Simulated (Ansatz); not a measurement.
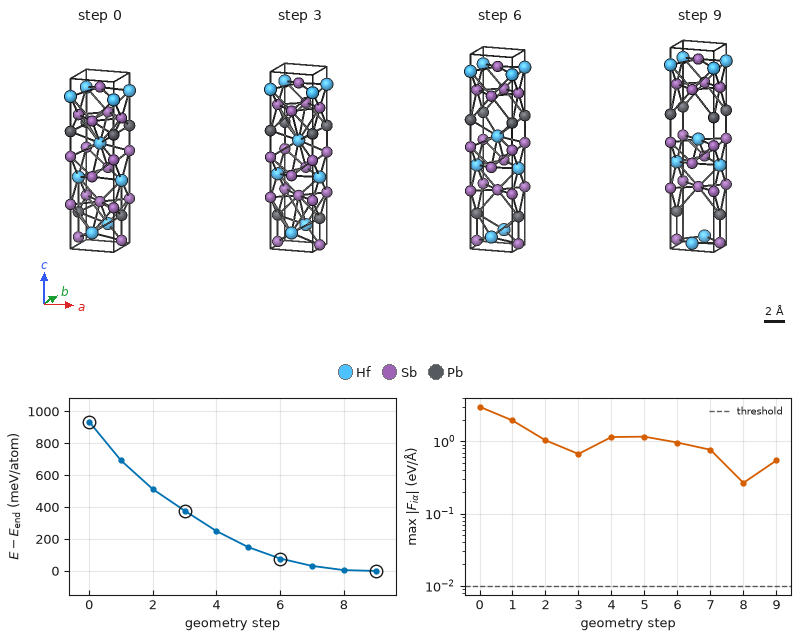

Frames of a relaxation of a crystal of Hf₂Sb₄Pb (built on the Nd2Sn4Rh-38 type type), marked on the history of the run. A ball-and-stick model of the conventional cell (2 times the calculation's cell), seen slightly off an axis. Lengths and directions refer to the drawn axes.

All numbers below come from DFT, PBEsol, plane waves, PAW (Ansatz 0.2.0).

Input file:
```yaml
crystal:
  lattice:
    - [4.72410552, 0.0, 0.0]
    - [0.0, 2.36098566, 8.96169554]
    - [0.0, -2.36098566, 8.96169554]
  atoms:
    - { symbol: Hf, position: [0.0, 0.1050535, 0.1050535] }
    - { symbol: Hf, position: [0.5, 0.8964185, 0.8964185] }
    - { symbol: Sb, position: [0.0, 0.4575665, 0.4575665] }
    - { symbol: Sb, position: [0.5, 0.56675, 0.56675] }
    - { symbol: Sb, position: [0.0, 0.7389945, 0.7389945] }
    - { symbol: Sb, position: [0.5, 0.2397155, 0.2397155] }
    - { symbol: Pb, position: [0.0, 0.310501, 0.310501] }
kpoints:
  mp_grid: { grid: [6, 6, 6] }
hamiltonian:
  xc: pbesol
scf:
  occupations: { method: fermi_dirac, width: 0.03 }
relax:
  f_tol: 0.01
  cell: {}
  max_steps: 120
output:
  write_density: true
  write_potential: true
  elf: true
  volumetric_format: npy
```

Launched with:
```bash
ansatz run input.yaml --threads 4 --pin off --max-ram 4608MiB --backend cpu --events-out ev --progress --plain --runs-dir out
```

### What happens along the run?

The run was cut off at its time limit before the relaxation converged, so the last structure is only a point on the way. The energy falls by 936 meV per atom in 9 geometry steps. The largest force component goes from 3 to 0.54 eV/Å. Pressure: 1.26 GPa at the start and 0.07 GPa at the end. Hf2 moves most relative to the cell: 1.43 Å along −c. Largest moves by element: Hf 1.43 Å, Sb 0.86 Å, Pb 0.43 Å. The drawn cell changes as follows: a 4.724 → 4.734 Å (+0.2 %), b 4.722 → 3.721 Å (−21.2 %), c 17.923 → 21.180 Å (+18.2 %); the volume changes by −6.7 %. Among the contacts that change: Hf2–Sb5 3.680 → 6.109 Å, Hf2–Sb6 3.669 → 5.895 Å, Hf1–Pb7 3.682 → 5.197 Å, Hf2–Sb4 3.859 → 2.855 Å. Bonds break, among them: Hf2–Sb5 (3.68 → 6.11 Å), Hf2–Sb6 (3.67 → 5.90 Å). Bond angles that change, for instance: Sb5–Pb7–Sb5 123.0° → 67.1°, Sb3–Hf2–Sb3 143.7° → 174.9°, Sb3–Pb7–Sb5 118.5° → 146.4°. The space group stays Amm2 (No. 38). The run took 5.7 min on 4 threads of Arm Neoverse V1 (shared host), peak memory 1.1 GiB. From step 0 to 3: Sb5 moves most (0.56 Å), volume −8.0 %, energy −558 meV per atom. From step 3 to 6: Hf2 moves most (0.62 Å), volume −3.6 %, energy −300 meV per atom. From step 6 to 9: Hf2 moves most (0.69 Å), volume +5.2 %, energy −78.0 meV per atom.

```tsv
step	E − E(0), meV/atom	largest force component, eV/Å	pressure, GPa	volume, Å³/atom
0	0.00	3.0147	1.26	28.558
1	-242.96	1.9438	-2.23	28.579
2	-423.10	1.0340	-1.53	27.350
3	-558.27	0.6696	0.00	26.268
4	-686.24	1.1476	0.87	25.651
5	-787.15	1.1601	0.55	25.509
6	-858.33	0.9622	0.84	25.326
7	-904.65	0.7649	0.53	25.617
8	-930.96	0.2663	1.10	25.838
9	-936.34	0.5442	0.07	26.644
```
